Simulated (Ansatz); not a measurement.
**Band gap of K2LiScI6 (double perovskite (elpasolite)) (Fm-3m) from density functionals to GW**

What gap does each level of theory give for K2LiScI6 (double perovskite (elpasolite)) (Fm-3m), and in what time?

Calculated with Ansatz 0.2.0; density functionals, hybrids and G0W0, plane waves, PAW.

The structure was built from a prototype and need not be the compound's stable phase.

## (1) The starting structure

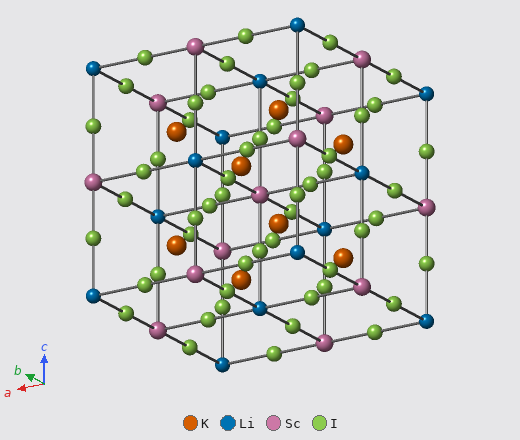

Start, viewed from a free direction; potassium orange, lithium blue, scandium pink, iodine green. This picture shows the conventional cell, with its axes. Some periodic images of atoms are drawn too.

As a file:

```cif
data_structure
_symmetry_space_group_name_H-M 'Fm-3m'
_symmetry_Int_Tables_number 225
_cell_length_a 11.7108
_cell_length_b 11.7108
_cell_length_c 11.7108
_cell_angle_alpha 90.000
_cell_angle_beta 90.000
_cell_angle_gamma 90.000
_cell_volume 1606.03
loop_
_atom_site_label
_atom_site_type_symbol
_atom_site_symmetry_multiplicity
_atom_site_Wyckoff_symbol
_atom_site_fract_x
_atom_site_fract_y
_atom_site_fract_z
_atom_site_occupancy
K1 K 8 c 0.25000 0.75000 0.75000 1
Li1 Li 4 a 0.00000 0.00000 0.00000 1
Sc1 Sc 4 b 0.50000 0.00000 0.00000 1
I1 I 24 e 0.74662 0.00000 0.00000 1
```

The structure was relaxed with PBE. The structure type comes from a generator and need not be one that this composition takes. The runs that relaxed it are not among those shown. Spin-orbit coupling is left out unless a step names it. The default PAW set here is soft_2. Its files were made with PBE.

## (2) LDA on the 4×4×4 mesh

This step: DFT, LDA, plane waves, PAW.

Contents of input.yaml:

```yaml
crystal:
  lattice:
    - [0.0, 5.8553772128, 5.8553772128]
    - [5.8553772128, 0.0, 5.8553772128]
    - [5.8553772128, 5.8553772128, 0.0]
  atoms:
    - { symbol: K, position: [0.25, 0.25, 0.25] }
    - { symbol: K, position: [0.75, 0.75, 0.75] }
    - { symbol: Li, position: [0.0, 0.0, 0.0] }
    - { symbol: Sc, position: [0.5, 0.5, 0.5] }
    - { symbol: I, position: [0.2533847642, 0.7466152358, 0.7466152358] }
    - { symbol: I, position: [0.2533847642, 0.7466152358, 0.2533847642] }
    - { symbol: I, position: [0.7466152358, 0.2533847642, 0.7466152358] }
    - { symbol: I, position: [0.7466152358, 0.2533847642, 0.2533847642] }
    - { symbol: I, position: [0.7466152358, 0.7466152358, 0.2533847642] }
    - { symbol: I, position: [0.2533847642, 0.2533847642, 0.7466152358] }
kpoints:
  mp_grid: { grid: [4, 4, 4] }
  band_path:
    path:
      - [0.0, 0.0, 0.0]
      - [0.5, 0.0, 0.5]
      - [0.625, 0.25, 0.625]
      - [0.375, 0.375, 0.75]
      - [0.5, 0.5, 0.5]
      - [0.5, 0.25, 0.75]
      - [0.2, 0.0, 0.2]
    npoints: 1
hamiltonian:
  xc: lda
scf:
  occupations: { method: fixed }
  n_extra_bands: 7
output:
  eigenvalues: true
  forces: true
  stress: true
```

Command:

```bash
> ansatz run input.yaml --threads 8 --pin off --max-ram 17510MiB --backend cpu --events-out ev --progress --plain --runs-dir out
```

Numbers of over 12 decimals in the logs are rounded to 6 here.

Log:

```text
scf.n_extra_bands = 7 over 67 filled bands (N_el = 134.0): the run solves 74 bands
Engine: ansatz 0.2.0, aarch64-unknown-linux-gnu
Pseudopotentials: kind: paw
Pseudopotential: K, paw, valence charge 9, recommended cutoff 420 eV (normal), K.paw.azcp
Pseudopotential: Li, paw, valence charge 3, recommended cutoff 420 eV (normal), Li.paw.azcp
Pseudopotential: Sc, paw, valence charge 11, recommended cutoff 420 eV (normal), Sc.paw.azcp
Pseudopotential: I, paw, valence charge 17, recommended cutoff 420 eV (normal), I.paw.azcp
Functional definition: SPW92
  exchange = slater_x
  correlation = pw_c
Crystal: 10 atoms, lattice volume = 401.508 Å³
Basis set: ecut = 420 eV, 7799 PW (Γ)
Bands: 74, of which v1, the nominal top of the filled ones, is band 67 counted from 1 (66 counted from 0)
Symmetry: 48 space group operations
Space group: Fm-3m (ITA 225), of the structure as read, at distance tolerance 7.4e-5 Å
k-points: 8 of 64
Non-local potential: K, projectors of the file, l = 0: 3, l = 1: 2, l = 2: 2
Non-local potential: Li, projectors of the file, l = 0: 3, l = 1: 2, l = 2: 1
Non-local potential: Sc, projectors of the file, l = 0: 3, l = 1: 2, l = 2: 3, l = 3: 1
Non-local potential: I, projectors of the file, l = 0: 2, l = 1: 2, l = 2: 2, l = 3: 2
PAW form: soft (Blöchl's): semilocal exchange-correlation on the pseudo side does not see the compensation charge
PAW frozen core: K, regenerated for the run's functional, and the local potential with it (the file was generated under x = pbe(κ = 0.804, μ = 0.219515), c = pbe(β = 0.066725))
PAW frozen core: Sc, regenerated for the run's functional, and the local potential with it (the file was generated under x = pbe(κ = 0.804, μ = 0.219515), c = pbe(β = 0.066725))
PAW frozen core: I, regenerated for the run's functional, and the local potential with it (the file was generated under x = pbe(κ = 0.804, μ = 0.219515), c = pbe(β = 0.066725))
PAW one-centre angular grid: K, 110 points (default); XC on 64 Gauss nodes
PAW one-centre angular grid: Li, 110 points (default); XC on 64 Gauss nodes
PAW one-centre angular grid: Sc, 590 points (default); XC on 64 Gauss nodes
PAW one-centre angular grid: I, 590 points (default); XC on 64 Gauss nodes
Initial density: superposition of atomic densities (neutral atoms: chi_scale 0, normalization atom), corrected by the library's trained network
Initial wavefunctions: pseudopotential atomic-orbital guess
Functional: x = slater, c = lda
SCF iter   1: F=—  HF=-49430.867034 eV  |F-HF|=—  |Δ(HF+E_count)|=         —  Δρ=4.27e-3  dr2=3.92e-2  ethr=1.77e-3  ⟨swp⟩=5.8  Hψ=2322  notcnv=0  defer=33
preconditioner: auto → Resta (q_TF=auto, 2.272 Å⁻¹)  ε∞=3.6  [insulator: Δε(μ)=1.889 eV  Ē_g=8.868 eV  n_scr=64 (ndim 8)  ℏωp=14.4 eV  f_vac=0.146  ε∞_Penn≈3.6]
SCF iter   2: F=—  HF=-49430.858207 eV  |F-HF|=—  |Δ(HF+E_count)|=   8.83e-3  Δρ=2.27e-3  dr2=1.14e-2  ethr=2.92e-5  ⟨swp⟩=3.0  Hψ=1290  notcnv=0  defer=35
SCF iter   3: F=—  HF=-49430.857326 eV  |F-HF|=—  |Δ(HF+E_count)|=   8.80e-4  Δρ=6.82e-4  dr2=4.07e-3  ethr=8.52e-6  ⟨swp⟩=3.2  Hψ=1154  notcnv=0  defer=35
SCF iter   4: F=—  HF=-49430.856827 eV  |F-HF|=—  |Δ(HF+E_count)|=   5.00e-4  Δρ=2.02e-4  dr2=4.01e-4  ethr=3.04e-6  ⟨swp⟩=3.2  Hψ=1153  notcnv=0  defer=35
SCF iter   5: F=—  HF=-49430.856814 eV  |F-HF|=—  |Δ(HF+E_count)|=   1.27e-5  Δρ=5.65e-5  dr2=2.72e-5  ethr=2.99e-7  ⟨swp⟩=2.0  Hψ=1068  notcnv=0  defer=34
SCF iter   6: F=—  HF=-49430.857018 eV  |F-HF|=—  |Δ(HF+E_count)|=   2.04e-4  Δρ=1.74e-5  dr2=3.14e-6  ethr=2.03e-8  ⟨swp⟩=2.8  Hψ=1044  notcnv=0  defer=26
SCF iter   7: F=—  HF=-49430.857018 eV  |F-HF|=—  |Δ(HF+E_count)|=   6.28e-7  Δρ=5.61e-6  dr2=1.87e-7  ethr=2.34e-9  ⟨swp⟩=2.0  Hψ=865  notcnv=0  defer=27
SCF iter   8: F=-49430.857018 eV  HF=-49430.857018 eV  |F-HF|=1.24e-8  |Δ(HF+E_count)|=   4.11e-8  Δρ=1.77e-6  dr2=2.41e-8  ethr=7.46e-11  ⟨swp⟩=15.1  Hψ=3092  notcnv=0
SCF 1 converged in 8 iterations: F = -49430.857018 eV  dr2 = 2.41e-8
[...]
NSCF: frozen V_eff on 7 k-points
SCF converged after 8 iterations
Free energy (F): -49430.857018 eV
Harris-Foulkes:  -49430.857018 eV  (|F-HF|=1.24e-8)
Internal energy: -49430.857018 eV  (E = F + TS)
E sigma→0 (E₀):  -49430.857018 eV
Fermi energy:    3.509598 eV
--- Per-component energies (eV) ---
  E_band       = -2973.623742
  E_kinetic    = 1923.785942
  E_local      = -15921.586291  (includes V_loc(G=0)·N_el)
  E_nonlocal   = -431.231308
  E_hartree    = 7702.581799
  E_xc         = -1141.965550
  E_vxc        = -1239.488723  (∫ρ·V_xc dr)
  E_paw        = -30374.704677  (= ΣΔE_a)
  E_vpaw       = -2710.265487  (= ΣTr[D̂ρ^β])
  E_aug_tail   = 0.000358  (compensation charges beyond the density's cutoff)
  E_ewald      = -11193.244504
  E_core_change = 5.507213  (= ΣΔE_core)
  E_smearing   = -0.000000  (= −TS)
  E_closure    = -0.000000  (closes the sum)
  Σ components = -49430.857018   (vs F -49430.857018, Δ=0.00e0)
--- Forces (eV/Å), atoms counted from 1 ---
  atom   1  K     -0.00000000     0.00000000    -0.00000000
  atom   2  K     -0.00000000    -0.00000000     0.00000000
  atom   3  Li    -0.00000000     0.00000000     0.00000000
  atom   4  Sc     0.00000000    -0.00000000    -0.00000000
  atom   5  I     -0.17339011     0.00000000     0.00000000
  atom   6  I     -0.00000000     0.17339011    -0.00000000
  atom   7  I      0.00000000    -0.17339011     0.00000000
  atom   8  I      0.17339011     0.00000000    -0.00000000
  atom   9  I      0.00000000    -0.00000000    -0.17339011
  atom  10  I      0.00000000     0.00000000     0.17339011
  max |Σ_I F_I| component: 5.55e-17 eV/Å
--- Stress (GPa, compression-positive) ---
       -2.076855      -0.000000      -0.000000
       -0.000000      -2.076855       0.000000
       -0.000000       0.000000      -2.076855
  P = ⅓ Tr σ = -2.0769 GPa (-20.769 kbar)
--- Band table (eV; the first three rows and the last of 8) ---
  k-point 0: bands = [... 63 lower, 3.1045, 3.5096, 3.5096, 3.5096, 5.4663, 5.4663, 5.4663, 6.5025, ... 3 higher]
  k-point 1: bands = [... 63 lower, 3.0743, 3.2805, 3.2805, 3.3706, 5.5165, 5.5738, 5.5738, 6.8087, ... 3 higher]
  k-point 2: bands = [... 63 lower, 3.0082, 3.1131, 3.1309, 3.1309, 5.5373, 5.6537, 5.6537, 6.6436, ... 3 higher]
  k-point 7: bands = [... 63 lower, 2.5786, 2.7430, 3.1109, 3.1109, 5.6659, 5.6659, 5.8514, 6.3714, ... 3 higher]
```

Elapsed: 3.3 s, on 8 threads of Arm Neoverse V2, shared host; peak memory 1.3 GiB.

Numbers from this step:

| Property | Result |
| --- | --- |
| pressure | -2.077 GPa |
| gap | 1.955 eV |
| valence top at | Γ |
| conduction bottom at | k = (0.000, 0.250, 0.250) |
| least direct gap | 1.957 eV |

Over mesh and listed points the gap is 1.955 eV, from k = Γ to k = (0.000, 0.250, 0.250). The least direct gap found is 1.957 eV, at k = Γ.

## (3) PBE on the 4×4×4 mesh

Levels along a band path and on the mesh show where this functional puts the band edges.

This step: DFT, PBE, plane waves, PAW.

Changes to input.yaml since step 2:

```diff
@@ -20,14 +20,9 @@
     path:
-      - [0.0, 0.0, 0.0]
-      - [0.5, 0.0, 0.5]
-      - [0.625, 0.25, 0.625]
-      - [0.375, 0.375, 0.75]
-      - [0.5, 0.5, 0.5]
-      - [0.5, 0.25, 0.75]
-      - [0.2, 0.0, 0.2]
-    npoints: 1
+      - [[0.0, 0.0, 0.0], [0.5, 0.0, 0.5], [0.625, 0.25, 0.625]]
+      - [[0.375, 0.375, 0.75], [0.0, 0.0, 0.0], [0.5, 0.5, 0.5], [0.5, 0.25, 0.75], [0.5, 0.0, 0.5]]
+    npoints: 10
 hamiltonian:
-  xc: lda
+  xc: pbe
 scf:
-  occupations: { method: fixed }
+  occupations: { method: fermi_dirac, width: 0.02 }
   n_extra_bands: 7
@@ -37 +32,5 @@
   stress: true
+  write_density: true
+  write_potential: true
+  elf: true
+  volumetric_format: npy
```

Log:

```text
[...]
Crystal: 10 atoms, lattice volume = 401.508 Å³
Basis set: ecut = 420 eV, 7799 PW (Γ), exchange–correlation on 120×120×120 points (8 copies of the dense FFT grid, shifted against one another)
Bands: 74, of which v1, the nominal top of the filled ones, is band 67 counted from 1 (66 counted from 0)
Symmetry: 48 space group operations
[...]
k-points: 8 of 64
[...]
SCF iter   1: F=—  HF=-50506.466150 eV  |F-HF|=—  |Δ(HF+E_count)|=         —  Δρ=8.67e-4  dr2=6.89e-3  ethr=1.77e-3  ⟨swp⟩=9.2  Hψ=2758  notcnv=0
[...]
SCF iter   7: F=-50506.464349 eV  HF=-50506.464349 eV  |F-HF|=9.11e-8  |Δ(HF+E_count)|=   8.14e-7  Δρ=3.92e-6  dr2=8.91e-8  ethr=7.46e-11  ⟨swp⟩=14.2  Hψ=4873  notcnv=0
SCF 1 converged in 7 iterations: F = -50506.464349 eV  dr2 = 8.91e-8
[...]
NSCF: frozen V_eff on 62 k-points
SCF converged after 7 iterations
[...]
atom   5  I     -0.00246112    -0.00000000    -0.00000000
  atom   6  I     -0.00000000     0.00246112    -0.00000000
  atom   7  I      0.00000000    -0.00246112    -0.00000000
  atom   8  I      0.00246112     0.00000000    -0.00000000
  atom   9  I      0.00000000    -0.00000000    -0.00246112
  atom  10  I     -0.00000000     0.00000000     0.00246112
  max |Σ_I F_I| component: 4.34e-18 eV/Å
--- Stress (GPa, compression-positive) ---
        0.009656      -0.000000       0.000000
       -0.000000       0.009656       0.000000
       -0.000000      -0.000000       0.009656
  P = ⅓ Tr σ = 0.0097 GPa (0.097 kbar)
--- Band table (eV; the first three rows and the last of 8) ---
  k-point 0: bands = [... 63 lower, 3.3763, 3.7689, 3.7689, 3.7689, 5.8392, 5.8392, 5.8392, 7.0728, ... 3 higher]
  k-point 1: bands = [... 63 lower, 3.3455, 3.5475, 3.5475, 3.6321, 5.8915, 5.9425, 5.9425, 7.1146, ... 3 higher]
  k-point 2: bands = [... 63 lower, 3.2731, 3.3792, 3.4000, 3.4000, 5.9160, 6.0205, 6.0205, 6.9529, ... 3 higher]
  k-point 7: bands = [... 63 lower, 2.8597, 3.0230, 3.3809, 3.3809, 6.0313, 6.0313, 6.2077, 6.6845, ... 3 higher]
[key lines of the parts left out:]
Free energy (F): -50506.464349 eV
Fermi energy:    4.798769 eV
```

The job ended after 8.1 s (8 threads; peak memory 2 GiB).

Numbers from this step:

| Property | Result |
| --- | --- |
| pressure | 0.009656 GPa |
| filled bands | 67 |
| gap | 2.070 eV |
| valence top at | Γ |
| conduction bottom at | k = (0.200, 0.000, 0.200) |
| least direct gap | 2.070 eV |

Over mesh and path the gap is 2.070 eV, from k = Γ to k = (0.200, 0.000, 0.200), and equal within 1 meV to the least direct gap at k = Γ. PBE against LDA: 2.070 − 1.955 = +0.115 eV. Mesh, set of files and cutoff are the same, but the conduction bottom lies at another k point, so this need not be the shift of one pair of states.

## (4) PBE+SOC on the 4×4×4 mesh

This run has two-component orbitals with spin-orbit coupling.

This step: DFT, PBE with spin-orbit coupling, plane waves, PAW.

input.yaml, the sections that differ from step 3:

```yaml
kpoints:
  mp_grid: { grid: [4, 4, 4] }
  band_path:
    path:
      - [0.0, 0.0, 0.0]
      - [0.5, 0.0, 0.5]
      - [0.625, 0.25, 0.625]
      - [0.375, 0.375, 0.75]
      - [0.5, 0.5, 0.5]
      - [0.5, 0.25, 0.75]
      - [0.2, 0.0, 0.2]
    npoints: 1
scf:
  occupations: { method: fixed }
  n_extra_bands: 14
magnetization:
  noncollinear: true
  spin_orbit: true
output:
  eigenvalues: true
  forces: true
  stress: true
# crystal, hamiltonian: as in step 3
```

Log:

```text
[...]
non-collinear run that drives no moment, with spin-orbit: no starting moment large enough to seed its density (crystal.atoms[].spin), no starting occupations that ask for one, no magnetisation constraint and no magnetic field, so the semilocal B_xc is pinned to zero
Crystal: 10 atoms, lattice volume = 401.508 Å³
[...]
k-point 0: bands = [... 130 lower, 3.9761, 3.9761, 3.9761, 3.9761, 5.8508, 5.8508, 5.8508, 5.8508, ... 10 higher]
  k-point 1: bands = [... 130 lower, 3.7815, 3.7815, 3.7881, 3.7881, 5.9093, 5.9093, 5.9506, 5.9506, ... 10 higher]
  k-point 2: bands = [... 130 lower, 3.5028, 3.5028, 3.6870, 3.6870, 5.9359, 5.9359, 6.0248, 6.0248, ... 10 higher]
  k-point 7: bands = [... 130 lower, 3.4362, 3.4362, 3.5062, 3.5062, 6.0425, 6.0425, 6.0615, 6.0615, ... 10 higher]
[key lines of the parts left out:]
SCF converged after 12 iterations
Magnetization: |M| = 0.0000 μB,  M = (+0.0000, +0.0000, +0.0000) μB
Free energy (F): -50524.786325 eV
Fermi energy:    3.976127 eV
P = ⅓ Tr σ = 0.0433 GPa (0.433 kbar)
```

The job ended after 53 s (8 threads; peak memory 5.3 GiB).

Numbers from this step:

```yaml
pressure: 0.04331 GPa
gap: 1.875 eV
valence_top_at: Γ
conduction_bottom_at: Γ
least_direct_gap: 1.875 eV
```

Over mesh and listed points the gap is 1.875 eV, direct, at k = Γ. PBE+SOC against PBE: 1.875 − 2.070 = −0.195 eV. Mesh, set of files and cutoff are the same, but the conduction bottom lies at another k point, so this need not be the shift of one pair of states. The spin-orbit run sees mesh and listed points alone, so its gap is an upper bound: the coupling can move an edge off these points, and the change over the zone, its sign included where it is small, is not known. The program's warnings for this run: metallic iterate.

## (5) r2SCAN on the 4×4×4 mesh

r2SCAN is a meta-GGA: it depends on the kinetic-energy density as well as on the density and its gradient.

This step: DFT, r2SCAN, plane waves, PAW.

Changes to input.yaml since step 4:

```diff
@@ -29,9 +29,6 @@
 hamiltonian:
-  xc: pbe
+  xc: r2scan
 scf:
   occupations: { method: fixed }
-  n_extra_bands: 14
-magnetization:
-  noncollinear: true
-  spin_orbit: true
+  n_extra_bands: 7
 output:
```

Log:

```text
[...]
Crystal: 10 atoms, lattice volume = 401.508 Å³
Basis set: ecut = 500 eV, 10081 PW (Γ), exchange–correlation on 256×256×256 points (64 copies of the dense FFT grid, shifted against one another)
Bands: 74, of which v1, the nominal top of the filled ones, is band 67 counted from 1 (66 counted from 0)
Symmetry: 48 space group operations
[...]
k-points: 8 of 64
[...]
k-point 0: bands = [... 63 lower, 3.0647, 3.4771, 3.4771, 3.4771, 5.8843, 5.8843, 5.8843, 7.3356, ... 3 higher]
  k-point 1: bands = [... 63 lower, 3.0330, 3.2557, 3.2557, 3.3365, 5.9398, 5.9836, 5.9836, 7.1249, ... 3 higher]
  k-point 2: bands = [... 63 lower, 2.9732, 3.0769, 3.0891, 3.0891, 5.9706, 6.0604, 6.0604, 6.9667, ... 3 higher]
  k-point 7: bands = [... 63 lower, 2.5501, 2.7079, 3.0842, 3.0842, 6.0695, 6.0695, 6.2399, 6.7143, ... 3 higher]
[key lines of the parts left out:]
SCF converged after 7 iterations
Free energy (F): -50613.637702 eV
Fermi energy:    3.477108 eV
P = ⅓ Tr σ = -0.2779 GPa (-2.779 kbar)
```

It took 7 s on 8 threads; peak memory 2.6 GiB.

This step gave:

- pressure: -0.2779 GPa
- gap: 2.407 eV
- valence top at: Γ
- conduction bottom at: Γ
- least direct gap: 2.407 eV

Over mesh and listed points the gap is 2.407 eV, direct, at k = Γ. r2SCAN against PBE: 2.407 − 2.070 = +0.337 eV. The runs also differ in plane-wave cutoff (420 eV and 500 eV), and the conduction bottom lies at another k point, so how much of this comes from the functional alone is not known.

## (6) HSE06 on the 2×2×2 mesh

HSE06 mixes in a quarter of exact exchange at short range.

This step: DFT, HSE06, plane waves, PAW.

Changes to input.yaml since step 5:

```diff
@@ -17,3 +17,3 @@
 kpoints:
-  mp_grid: { grid: [4, 4, 4] }
+  mp_grid: { grid: [2, 2, 2] }
   band_path:
@@ -29,3 +29,3 @@
 hamiltonian:
-  xc: r2scan
+  xc: hse06
 scf:
@@ -35,3 +35,5 @@
   eigenvalues: true
-  forces: true
-  stress: true
+  write_density: true
+  write_potential: true
+  elf: true
+  volumetric_format: npy
```

Log:

```text
[...]
davidson cushion auto → on  (no smearing: the cushion is to keep the highest requested band from converging to the state above it; pin scf.eigensolver.cushion to override)
Crystal: 10 atoms, lattice volume = 401.508 Å³
Basis set: ecut = 420 eV, 7799 PW (Γ)
Bands: 74, of which v1, the nominal top of the filled ones, is band 67 counted from 1 (66 counted from 0)
Symmetry: 48 space group operations
[...]
k-points: 3 of 8
[...]
Free energy (F): -50537.404828 eV
Frozen-core exchange: fock
[...]
Internal energy: -50537.404828 eV  (E = F + TS)
E sigma→0 (E₀):  -50537.404828 eV
Fermi energy:    3.133909 eV
[...]
--- Band table (eV) ---
  k-point 0: bands = [... 63 lower, 2.7275, 3.1339, 3.1339, 3.1339, 6.3216, 6.3216, 6.3216, 7.3499, ... 3 higher]
  k-point 1: bands = [... 63 lower, 2.6126, 2.7144, 2.7477, 2.7477, 6.4098, 6.5326, 6.5326, 7.3555, ... 3 higher]
  k-point 2: bands = [... 63 lower, 2.0206, 2.5392, 2.5392, 3.1146, 6.3326, 6.7501, 6.7501, 6.8227, ... 3 higher]
```

It took 55 s on 8 threads; peak memory 3.1 GiB.

Numbers from this step:

* gap: 3.188 eV
* valence top at: Γ
* conduction bottom at: Γ
* least direct gap: 3.188 eV
* exact-exchange fraction: 0.25

Over mesh and listed points the gap is 3.188 eV, direct, at k = Γ. HSE06 against PBE: 3.188 − 2.070 = +1.118 eV. The runs also differ in mesh (4×4×4 and 2×2×2), and the conduction bottom lies at another k point, so how much of this comes from the functional alone is not known.

(Continued in part 2 of 2.)

[Paths, hosts, dates, memory and timing lines, banners, echoed tables and standing remarks are left out of the program output.]

[Logs are printed without paths, hosts, clocks, repeated set-up lines and the standing remarks that a program may print on its own settings, such as how far it seeks lower states.]

[Runs of the session that timed out or met a known fault of the program may be left out.]

[Cells called generated may have been cut or substituted from an entry of the Crystallography Open Database or the Materials Project.]

[Hosts, paths, dates, database ids (printed as entryN), source tags and the programs' standing remarks are cut or masked in the printed files.]

[Where an RPA ε∞ is given, it is that of the G0W0 mesh and is not shown converged in it. Names of k-points follow the symmetry that the program found, which can be lower than the space group named. Band edges on a path are those of the sampled points; other points can move an edge, and change direct to indirect where valleys lie close.]

[Hybrid gaps are those of their k-mesh and are not shown converged in it.]
